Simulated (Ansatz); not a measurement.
# Decaying states in the gap of IBr2Cl

A new crystal, IBr2Cl: structure, gap and complex bands. It is built by putting I for part of the Cl in the BrCl structure of space group Cmc2_1, with the volume rescaled by atomic radii. The parent structure comes from the Materials Project.

Main program and level: Ansatz 0.2.0; PBEsol DFT, plane waves, PAW files, in the first sound run; inputs show where later runs differ.

The structure was built from a prototype and need not be the compound's stable phase.

## 1. Starting point

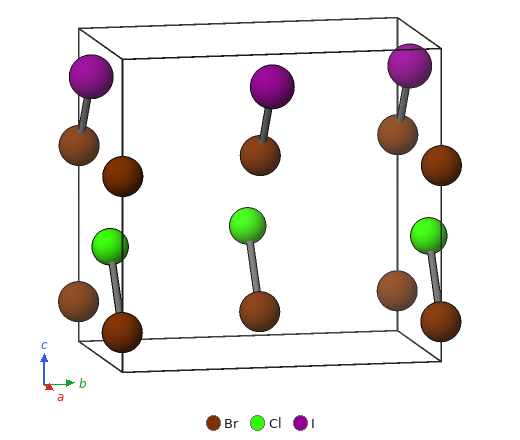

The starting structure, seen slightly off an axis (bromine brown, chlorine green, iodine purple). This picture shows the conventional cell, with its axes. Bonds to atoms that aren't drawn are left out. Some periodic images of atoms are drawn too.

As a file:

```cif
data_structure
_symmetry_space_group_name_H-M 'Cm'
_symmetry_Int_Tables_number 8
_cell_length_a 5.2818
_cell_length_b 8.4538
_cell_length_c 8.2124
_cell_angle_alpha 90.000
_cell_angle_beta 90.000
_cell_angle_gamma 90.000
_cell_volume 366.69
loop_
_atom_site_label
_atom_site_type_symbol
_atom_site_symmetry_multiplicity
_atom_site_Wyckoff_symbol
_atom_site_fract_x
_atom_site_fract_y
_atom_site_fract_z
_atom_site_occupancy
Br1 Br 2 a 0.50614 0.50000 0.62652 1
Br2 Br 2 a 0.49386 0.50000 0.12652 1
Cl1 Cl 2 a 0.21749 0.50000 0.37348 1
I1 I 2 a 0.78251 0.50000 0.87348 1
```

## 2. Cell and atoms at rest

The substituted atoms don't fit the parent's cell, so cell and atoms relax together. A small smearing keeps the run stable in case the gap closes on the way.

input.yaml

```yaml
crystal:
  lattice:
    - [4.226909166, -2.6408826574, 0.0]
    - [4.226909166, 2.6408826574, 0.0]
    - [0.0, 0.0, 8.2123663773]
  atoms:
    - { symbol: Br, position: [0.006143, 0.993857, 0.626524] }
    - { symbol: Br, position: [0.993857, 0.006143, 0.126524] }
    - { symbol: Cl, position: [0.717494, 0.282506, 0.373476] }
    - { symbol: I, position: [0.282506, 0.717494, 0.873476] }
kpoints:
  mp_grid: { grid: [6, 6, 4] }
scf:
  occupations: { method: gaussian, width: 0.03 }
hamiltonian:
  xc: pbesol
output:
  forces: true
  stress: true
relax:
  f_tol: 0.02
  max_steps: 60
  cell: {}
```

Launch:

```console
> ansatz run input.yaml --threads 2 --pin off --max-ram 4096MiB --backend cpu --events-out ev --progress --plain --runs-dir out
```

Numbers of over 12 decimals in the logs are rounded to 6 here.

Output:

```text
Engine: ansatz 0.2.0, x86_64-unknown-linux-gnu
Pseudopotentials: kind: paw
Pseudopotential: Br, paw, valence charge 7, recommended cutoff 420 eV (normal), Br.paw.azcp
Pseudopotential: Cl, paw, valence charge 7, recommended cutoff 420 eV (normal), Cl.paw.azcp
Pseudopotential: I, paw, valence charge 17, recommended cutoff 420 eV (normal), I.paw.azcp
Functional definition: PBEsol
  exchange = pbesol_x
  correlation = pbesol_c
Crystal: 4 atoms, lattice volume = 183.346 Å³
Basis set: ecut = 420 eV, 3581 PW (Γ), exchange–correlation on 72×72×120 points (8 copies of the dense FFT grid, shifted against one another)
Bands: 23, of which v1, the nominal top of the filled ones, is band 19 counted from 1 (18 counted from 0)
Symmetry: 2 space group operations
Space group: Cm (ITA 8), of the structure as read, at distance tolerance 5.7e-5 Å
k-points: 47 of 144 (time reversal used)
Non-local potential: Br, projectors of the file, l = 0: 2, l = 1: 2, l = 2: 2
Non-local potential: Cl, projectors of the file, l = 0: 2, l = 1: 2, l = 2: 2
Non-local potential: I, projectors of the file, l = 0: 2, l = 1: 2, l = 2: 2, l = 3: 2
PAW form: soft (Blöchl's): semilocal exchange-correlation on the pseudo side does not see the compensation charge
PAW frozen core: Br, regenerated for the run's functional, and the local potential with it (the file was generated under x = pbe(κ = 0.804, μ = 0.219515), c = pbe(β = 0.066725))
PAW frozen core: Cl, regenerated for the run's functional, and the local potential with it (the file was generated under x = pbe(κ = 0.804, μ = 0.219515), c = pbe(β = 0.066725))
PAW frozen core: I, regenerated for the run's functional, and the local potential with it (the file was generated under x = pbe(κ = 0.804, μ = 0.219515), c = pbe(β = 0.066725))
PAW one-centre angular grid: Br, 110 points (default); XC on 64 Gauss nodes
PAW one-centre angular grid: Cl, 110 points (default); XC on 64 Gauss nodes
PAW one-centre angular grid: I, 590 points (default); XC on 64 Gauss nodes
Initial density: superposition of atomic densities (neutral atoms: chi_scale 0, normalization atom), corrected by the library's trained network
Initial wavefunctions: pseudopotential atomic-orbital guess
Functional: x = pbesol(κ = 0.804, μ = 0.123457), c = pbesol(β = 0.046)
SCF iter   1: F=—  HF=-13966.094072 eV  |F-HF|=—  |Δ(HF+E_count)|=         —  Δρ=3.65e-3  dr2=5.58e-2  ethr=1.77e-3  ⟨swp⟩=8.4  Hψ=6336  notcnv=0
preconditioner: auto → Resta (q_TF=auto, 2.099 Å⁻¹)  ε∞=3.1  [insulator: Δε(μ)=1.751 eV  Ē_g=9.910 eV  σ=0.030 eV  W_gap=1.00  n_scr=30 (ndim 8)  ℏωp=14.5 eV  f_vac=0.261  D(μ)=0.00/eV (n_scr^D=0)  ε∞_Penn≈3.1]
SCF iter   2: F=—  HF=-13966.088341 eV  |F-HF|=—  |Δ(HF+E_count)|=   5.73e-3  Δρ=1.63e-3  dr2=8.58e-3  ethr=1.47e-4  ⟨swp⟩=3.4  Hψ=2138  notcnv=0
SCF iter   3: F=—  HF=-13966.087313 eV  |F-HF|=—  |Δ(HF+E_count)|=   1.03e-3  Δρ=7.10e-4  dr2=8.71e-4  ethr=2.26e-5  ⟨swp⟩=2.4  Hψ=1492  notcnv=0
SCF iter   4: F=—  HF=-13966.087663 eV  |F-HF|=—  |Δ(HF+E_count)|=   3.50e-4  Δρ=1.60e-4  dr2=6.74e-5  ethr=2.29e-6  ⟨swp⟩=2.0  Hψ=1758  notcnv=0
SCF iter   5: F=—  HF=-13966.087666 eV  |F-HF|=—  |Δ(HF+E_count)|=   3.41e-6  Δρ=5.77e-5  dr2=8.40e-6  ethr=1.77e-7  ⟨swp⟩=2.2  Hψ=1614  notcnv=0
SCF iter   6: F=—  HF=-13966.087679 eV  |F-HF|=—  |Δ(HF+E_count)|=   1.28e-5  Δρ=1.40e-5  dr2=6.11e-7  ethr=2.21e-8  ⟨swp⟩=2.0  Hψ=1685  notcnv=0
SCF iter   7: F=-13966.087680 eV  HF=-13966.087680 eV  |F-HF|=8.12e-8  |Δ(HF+E_count)|=   1.11e-6  Δρ=4.69e-6  dr2=6.16e-8  ethr=2.63e-10  ⟨swp⟩=6.0  Hψ=4830  notcnv=0
SCF 1 converged in 7 iterations: F = -13966.087680 eV  dr2 = 6.16e-8
  greatest PAW one-centre occupation: 0.999 electrons in one spin orbital (limit 2), on the I atom at site 3 (counted from 0), in its partial waves of l = 2
relax step   1: F+E_penalty+E_count = -13966.08767996 eV  Δ(F+E_penalty+E_count) = +0.000e0 eV  max|allowed force component| = 1.001e0 eV/Å  Δτ_max = 0.0000 Å  P = +0.697 GPa  Ω = 183.346 Å³  (7 SCF iters, dr2 threshold 1.00e-7 eV, accepted)
Crystal: 4 atoms, lattice volume = 179.813 Å³
Basis set: ecut = 420 eV, 3537 PW (Γ), exchange–correlation on 72×72×120 points (8 copies of the dense FFT grid, shifted against one another)
Initial density: handed on by an earlier stage of this run
Initial wavefunctions: those handed on with the density
iter 1 solved again at ethr=8.12e-4 eV; its pass at ethr=3.10e-3 eV (dr2=3.08e-1 eV) is discarded
SCF iter   1: F=—  HF=-13966.204188 eV  |F-HF|=—  |Δ(HF+E_count)|=         —  Δρ=9.20e-3  dr2=3.12e-1  ethr=8.12e-4  ⟨swp⟩=1.0  Hψ=6908  notcnv=0
preconditioner: auto → Resta (q_TF=auto, 2.106 Å⁻¹)  ε∞=3.3  [insulator: Δε(μ)=1.245 eV  Ē_g=9.710 eV  σ=0.030 eV  W_gap=1.00  n_scr=30 (ndim 8)  ℏωp=14.7 eV  f_vac=0.235  D(μ)=0.00/eV (n_scr^D=0)  ε∞_Penn≈3.3]
SCF iter   2: F=—  HF=-13966.156592 eV  |F-HF|=—  |Δ(HF+E_count)|=   4.76e-2  Δρ=5.30e-3  dr2=6.61e-2  ethr=8.12e-4  ⟨swp⟩=3.2  Hψ=1660  notcnv=0
SCF iter   3: F=—  HF=-13966.146177 eV  |F-HF|=—  |Δ(HF+E_count)|=   1.04e-2  Δρ=2.40e-3  dr2=7.44e-3  ethr=1.74e-4  ⟨swp⟩=2.7  Hψ=1608  notcnv=0
SCF iter   4: F=—  HF=-13966.144603 eV  |F-HF|=—  |Δ(HF+E_count)|=   1.57e-3  Δρ=4.48e-4  dr2=5.12e-4  ethr=1.96e-5  ⟨swp⟩=2.2  Hψ=1782  notcnv=0
SCF iter   5: F=—  HF=-13966.144645 eV  |F-HF|=—  |Δ(HF+E_count)|=   4.15e-5  Δρ=1.07e-4  dr2=4.02e-5  ethr=1.35e-6  ⟨swp⟩=2.1  Hψ=1693  notcnv=0
SCF iter   6: F=—  HF=-13966.144636 eV  |F-HF|=—  |Δ(HF+E_count)|=   8.64e-6  Δρ=3.35e-5  dr2=3.84e-6  ethr=1.06e-7  ⟨swp⟩=2.2  Hψ=1586  notcnv=0
SCF iter   7: F=—  HF=-13966.144641 eV  |F-HF|=—  |Δ(HF+E_count)|=   5.46e-6  Δρ=1.11e-5  dr2=4.91e-7  ethr=1.01e-8  ⟨swp⟩=2.0  Hψ=1584  notcnv=0
SCF iter   8: F=-13966.144642 eV  HF=-13966.144642 eV  |F-HF|=1.31e-8  |Δ(HF+E_count)|=   4.63e-7  Δρ=5.22e-6  dr2=8.78e-8  ethr=1.05e-9  ⟨swp⟩=5.1  Hψ=4160  notcnv=0
SCF 2 converged in 8 iterations: F = -13966.144642 eV  dr2 = 8.78e-8
relax step   2: F+E_penalty+E_count = -13966.14464181 eV  Δ(F+E_penalty+E_count) = -5.696e-2 eV  max|allowed force component| = 5.477e-1 eV/Å  Δτ_max = 0.1851 Å  P = -1.113 GPa  Ω = 179.813 Å³  energy of the carried Pulay correction = +2.419e-4 eV  (8 SCF iters, dr2 threshold 4.00e-7 eV, accepted)
Crystal: 4 atoms, lattice volume = 174.577 Å³
Basis set: ecut = 420 eV, 3399 PW (Γ), exchange–correlation on 72×72×120 points (8 copies of the dense FFT grid, shifted against one another)
iter 1 solved again at ethr=2.67e-4 eV; its pass at ethr=3.10e-3 eV (dr2=1.01e-1 eV) is discarded
[...]
relax step   5: F+E_penalty+E_count = -13966.21000390 eV  Δ(F+E_penalty+E_count) = -1.407e-2 eV  max|allowed force component| = 9.515e-2 eV/Å  Δτ_max = 0.0514 Å  P = -0.073 GPa  Ω = 164.749 Å³  energy of the carried Pulay correction = +1.329e-3 eV  (6 SCF iters, dr2 threshold 4.00e-7 eV, accepted)
relax step   6: F+E_penalty+E_count = -13966.22874411 eV  Δ(F+E_penalty+E_count) = -1.874e-2 eV  max|allowed force component| = 1.887e-1 eV/Å  Δτ_max = 0.1315 Å  P = +0.371 GPa  Ω = 148.017 Å³  energy of the carried Pulay correction = +2.652e-3 eV  (7 SCF iters, dr2 threshold 4.00e-7 eV, accepted)
relax step   7: F+E_penalty+E_count = -13966.23741234 eV  Δ(F+E_penalty+E_count) = -8.668e-3 eV  max|allowed force component| = 1.195e-1 eV/Å  Δτ_max = 0.0236 Å  P = +0.088 GPa  Ω = 146.038 Å³  energy of the carried Pulay correction = +2.817e-3 eV  (6 SCF iters, dr2 threshold 4.00e-7 eV, accepted)
relax step   8: F+E_penalty+E_count = -13966.24685350 eV  Δ(F+E_penalty+E_count) = -9.441e-3 eV  max|allowed force component| = 8.917e-2 eV/Å  Δτ_max = 0.0471 Å  P = -0.090 GPa  Ω = 138.770 Å³  energy of the carried Pulay correction = +3.442e-3 eV  (6 SCF iters, dr2 threshold 4.00e-7 eV, accepted)
relax step   9: F+E_penalty+E_count = -13966.25097944 eV  Δ(F+E_penalty+E_count) = -4.126e-3 eV  max|allowed force component| = 1.147e-1 eV/Å  Δτ_max = 0.0239 Å  P = -0.282 GPa  Ω = 137.796 Å³  energy of the carried Pulay correction = +3.528e-3 eV  (6 SCF iters, dr2 threshold 4.00e-7 eV, accepted)
relax step  10: F+E_penalty+E_count = -13966.25705283 eV  Δ(F+E_penalty+E_count) = -6.073e-3 eV  max|allowed force component| = 3.674e-2 eV/Å  Δτ_max = 0.0579 Å  P = +0.047 GPa  Ω = 136.922 Å³  energy of the carried Pulay correction = +3.606e-3 eV  (6 SCF iters, dr2 threshold 4.00e-7 eV, accepted)
relax step  11: F+E_penalty+E_count = -13966.25794353 eV  Δ(F+E_penalty+E_count) = -8.907e-4 eV  max|allowed force component| = 4.959e-2 eV/Å  Δτ_max = 0.0142 Å  P = -0.055 GPa  Ω = 136.265 Å³  energy of the carried Pulay correction = +3.664e-3 eV  (6 SCF iters, dr2 threshold 9.02e-8 eV, accepted)
relax step  12: F+E_penalty+E_count = -13966.25606050 eV  Δ(F+E_penalty+E_count) = +1.883e-3 eV  max|allowed force component| = 1.331e-1 eV/Å  Δτ_max = 0.0256 Å  P = -0.059 GPa  Ω = 131.780 Å³  energy of the carried Pulay correction = +4.071e-3 eV  (6 SCF iters, dr2 threshold 1.54e-7 eV, rejected (line search))
relax step  13: F+E_penalty+E_count = -13966.25886924 eV  Δ(F+E_penalty+E_count) = -9.257e-4 eV  max|allowed force component| = 7.321e-3 eV/Å  Δτ_max = 0.0073 Å  P = -0.017 GPa  Ω = 135.100 Å³  energy of the carried Pulay correction = +3.769e-3 eV  (9 SCF iters, accepted)
relax step  14: F+E_penalty+E_count = -13966.25897642 eV  Δ(F+E_penalty+E_count) = -1.072e-4 eV  max|allowed force component| = 3.419e-3 eV/Å  Δτ_max = 0.0013 Å  P = -0.001 GPa  Ω = 134.538 Å³  energy of the carried Pulay correction = +3.820e-3 eV  (8 SCF iters, accepted)
Basis set: ecut = 420 eV, 2619 PW (Γ), exchange–correlation on 60×60×108 points (8 copies of the dense FFT grid, shifted against one another)
Initial wavefunctions: pseudopotential atomic-orbital guess (no wavefunctions were taken with the density)
iter 1 solved again at ethr=5.72e-7 eV; its pass at ethr=3.10e-3 eV (dr2=2.17e-4 eV) is discarded
SCF iter   1: F=—  HF=-13966.256214 eV  |F-HF|=—  |Δ(HF+E_count)|=         —  Δρ=1.49e-4  dr2=3.62e-6  ethr=5.72e-7  ⟨swp⟩=4.0  Hψ=9853  notcnv=0
preconditioner: auto → Resta (q_TF=auto, 2.210 Å⁻¹)  ε∞=3.8  [insulator: Δε(μ)=1.288 eV  Ē_g=10.079 eV  σ=0.030 eV  W_gap=1.00  n_scr=22 (ndim 8)  ℏωp=16.9 eV  f_vac=0.038  D(μ)=0.00/eV (n_scr^D=0)  ε∞_Penn≈3.8]
SCF iter   2: F=—  HF=-13966.256220 eV  |F-HF|=—  |Δ(HF+E_count)|=   5.99e-6  Δρ=7.65e-5  dr2=9.48e-7  ethr=9.52e-9  ⟨swp⟩=3.0  Hψ=1954  notcnv=0
SCF iter   3: F=—  HF=-13966.256224 eV  |F-HF|=—  |Δ(HF+E_count)|=   3.44e-6  Δρ=6.91e-6  dr2=6.06e-8  ethr=2.49e-9  ⟨swp⟩=3.0  Hψ=1974  notcnv=0
SCF iter   4: F=—  HF=-13966.256224 eV  |F-HF|=—  |Δ(HF+E_count)|=   1.40e-8  Δρ=2.72e-6  dr2=2.35e-8  ethr=1.60e-10  ⟨swp⟩=2.1  Hψ=1406  notcnv=0
SCF iter   5: F=—  HF=-13966.256224 eV  |F-HF|=—  |Δ(HF+E_count)|=   2.20e-9  Δρ=1.04e-6  dr2=3.63e-9  ethr=6.19e-11  ⟨swp⟩=1.0  Hψ=1081  notcnv=0
SCF iter   6: F=—  HF=-13966.256224 eV  |F-HF|=—  |Δ(HF+E_count)|=  3.58e-10  Δρ=2.80e-7  dr2=2.02e-10  ethr=9.55e-12  ⟨swp⟩=1.0  Hψ=1081  notcnv=0
SCF iter   7: F=-13966.256224 eV  HF=-13966.256224 eV  |F-HF|=1.82e-12  |Δ(HF+E_count)|=  5.46e-12  Δρ=3.66e-8  dr2=1.53e-12  ethr=1.00e-12  ⟨swp⟩=5.5  Hψ=4231  notcnv=0
SCF 15 converged in 7 iterations: F = -13966.256224 eV  dr2 = 1.53e-12
relax step  15: F+E_penalty+E_count = -13966.25622365 eV  Δ(F+E_penalty+E_count) = +2.753e-3 eV  max|allowed force component| = 3.284e-3 eV/Å  Δτ_max = 0.0000 Å  P = -0.008 GPa  Ω = 134.538 Å³  stress off target by 1.71e-2 GPa  SCF on the basis re-selected at this cell (its energy is not comparable with the rows above)  (7 SCF iters)
basis re-selected at this cell: Δ(F+E_penalty+E_count) = +2.753e-3 eV, ΔP = -0.007 GPa vs the last step (what re-selecting the basis moved, of the pressure what is left beyond the Pulay correction that the steps carried, after the strain that the cell walked since its last selection, with what the two solves' SCF thresholds leave and, on support functions, any second-order correction that the steps lacked; it is no measure of the basis error at this ecutwfc). The dense FFT grid was sized anew with the basis: this SCF ran on 30×30×54 points, the steps before it on 36×36×60, so part of this shift can come from that change (see relax.cell in the input reference). [rest of the remark cut]
SCF converged after 7 iterations
Free energy (F): -13966.256224 eV
Harris-Foulkes:  -13966.256224 eV  (|F-HF|=1.82e-12)
Internal energy: -13966.256224 eV  (E = F + TS)
E sigma→0 (E₀):  -13966.256224 eV
Fermi energy:    3.389238 eV
--- Per-component energies (eV) ---
  E_band       = -502.020751
  E_kinetic    = 610.953781
  E_local      = -3141.069835  (includes V_loc(G=0)·N_el)
  E_nonlocal   = 80.589711
  E_hartree    = 1417.272943
  E_xc         = -751.513512
  E_vxc        = -451.590244  (∫ρ·V_xc dr)
  E_paw        = -9783.169437  (= ΣΔE_a)
  E_vpaw       = -435.450134  (= ΣTr[D̂ρ^β])
  E_aug_tail   = 0.000122  (compensation charges beyond the density's cutoff)
  E_ewald      = -2399.995111
  E_core_change = 0.675115  (= ΣΔE_core)
  E_smearing   = -0.000000  (= −TS)
  E_closure    = -0.000000  (closes the sum)
  Σ components = -13966.256224   (vs F -13966.256224, Δ=0.00e0)
--- Forces (eV/Å), atoms counted from 1 ---
  atom   1  Br     0.00000000    -0.00099003     0.00328395
  atom   2  Br     0.00000000    -0.00007793    -0.00098840
  atom   3  Cl     0.00000000     0.00199959    -0.00097495
  atom   4  I      0.00000000    -0.00093158    -0.00132058
  max |Σ_I F_I| component: 4.07e-8 eV/Å
--- Stress (GPa, compression-positive) ---
       -0.010067       0.000000       0.000000
        0.000000      -0.017009      -0.001257
        0.000000      -0.001257       0.003374
  P = ⅓ Tr σ = -0.0079 GPa (-0.079 kbar)
--- Relaxed structure (14 steps of the walk, 13 accepted, 1 SCFs on fresh bases) ---
  F+E_penalty+E_count = -13966.25622365 eV   max|allowed force component| = 3.284e-3 eV/Å   (the final SCF, on the basis selected at the relaxed cell)
  cell:  # Å, volume = 134.5382 Å³
    - [3.549807, -2.348475, -0.000142594]
    - [3.549807, 2.348475, 0.000142594]
    - [0.0, 0.000443426, 8.069099]
  atoms:
    - { symbol: Br, position: [-0.00661764, 1.006618, 0.619142] }
    - { symbol: Br, position: [0.993556, 0.00644401, 0.130799] }
    - { symbol: Cl, position: [0.669377, 0.330623, 0.375027] }
    - { symbol: I, position: [0.343685, 0.656315, 0.875032] }
```

The job ended after 29 s (2 threads of AMD EPYC 9R45 (Zen 5), shared host; peak memory 0.54 GiB).

The steps of the relaxation:

| step | energy less that of the first step (eV) | largest force component (eV/Å) | pressure (GPa) | volume (Å³) |
| --- | --- | --- | --- | --- |
| 1 | 0.0000 | 1.0009 | 0.70 | 183.35 |
| 2 | -0.0570 | 0.5477 | -1.11 | 179.81 |
| 3 | -0.0899 | 0.3266 | -0.31 | 174.58 |
| 4 | -0.1083 | 0.0966 | -0.22 | 171.84 |
| 5 | -0.1223 | 0.0951 | -0.07 | 164.75 |
| 6 | -0.1411 | 0.1887 | 0.37 | 148.02 |
| 7 | -0.1497 | 0.1195 | 0.09 | 146.04 |
| 8 | -0.1592 | 0.0892 | -0.09 | 138.77 |
| 9 | -0.1633 | 0.1147 | -0.28 | 137.80 |
| 10 | -0.1694 | 0.0367 | 0.05 | 136.92 |
| 11 | -0.1703 | 0.0496 | -0.05 | 136.26 |
| 12 | -0.1684 | 0.1331 | -0.06 | 131.78 |
| 13 | -0.1712 | 0.0073 | -0.02 | 135.10 |
| 14 | -0.1713 | 0.0034 | 0.00 | 134.54 |
| 15* | -0.1685 | 0.0033 | -0.01 | 134.54 |

Relaxation steps marked * repeat the geometry before them on a plane-wave basis chosen anew for their cell, so energy and pressure can jump there. Relaxation step 12 was tried and not accepted.

Forces are held to the 2 operations that the run works with; a distortion that breaks them can't arise in this run.

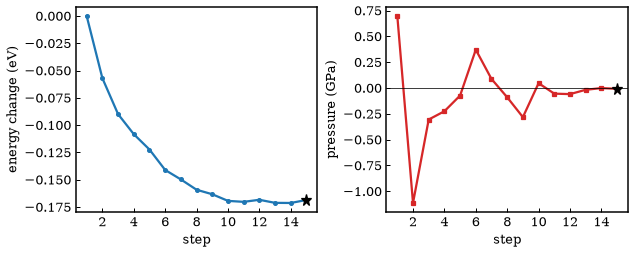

Energy and pressure along the relaxation. Stars mark steps on a basis chosen anew.

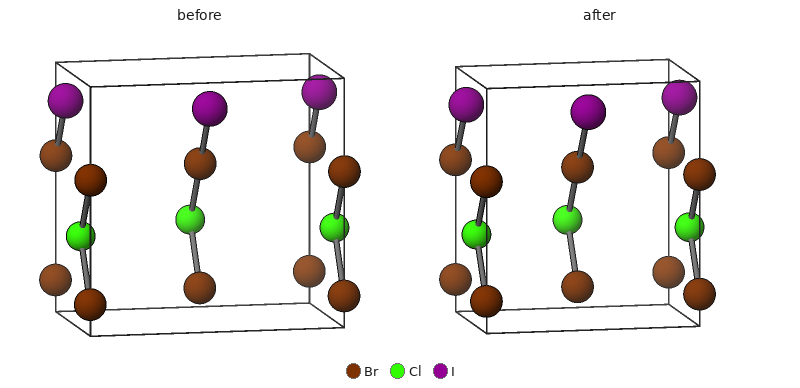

Before and after, at one scale. Bonds to atoms that aren't drawn are left out.

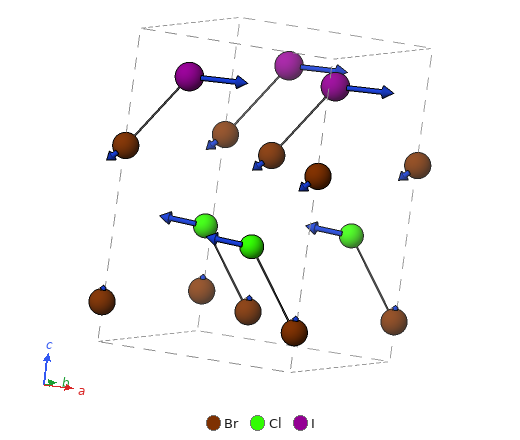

Displacements in the relaxation, exaggerated, measured against the changing cell; the longest in the cell stands for 0.29 Å. Bonds to atoms that aren't drawn are left out. Some periodic images of atoms are drawn too.

| cell as run | before | after | change |
| --- | --- | --- | --- |
| a (Å) | 4.984 | 4.256 | -14.6 % |
| b (Å) | 4.984 | 4.256 | -14.6 % |
| c (Å) | 8.212 | 8.069 | -1.7 % |
| γ (°) | 63.99 | 66.98 | +4.7 % |
| volume (Å³/atom) | 45.84 | 33.63 | -26.6 % |

The atoms that moved most (Å, as changes of fractional coordinates times the final cell):

| atom | dx | dy | dz | length |
| --- | --- | --- | --- | --- |
| I4 | 0.000 | -0.287 | 0.013 | 0.288 |
| Cl3 | 0.000 | 0.226 | 0.013 | 0.226 |
| Br1 | 0.000 | 0.060 | -0.060 | 0.084 |
| Br2 | 0.000 | 0.001 | 0.034 | 0.035 |

Final coordinates:

```xyz
4
Lattice="3.5498 -2.3485 -0.0001 3.5498 2.3485 0.0001 0.0000 0.0004 8.0691" Properties=species:S:1:pos:R:3 pbc="T T T"
Br    3.5498    2.3798    4.9961
Br    3.5498   -2.3181    1.0553
Cl    3.5498   -0.7954    3.0261
I     3.5498    0.7346    7.0608
```

Numbers from this step:

* free energy: -13966.2562 eV
* Fermi energy: 3.389 eV
* pressure: -0.007901 GPa

The largest force component on a free atom ends at 0.0033 eV/Å.

(Continued in part 2 of 3.)

[Logs are printed without paths, hosts, clocks, repeated set-up lines and the standing remarks that a program may print on its own settings, such as how far it seeks lower states.]

[Hosts, paths, dates, database ids (printed as entryN), source tags and the programs' standing remarks are cut or masked in the printed files.]

[New means built here by substitution; the compound itself may be known and measured.]
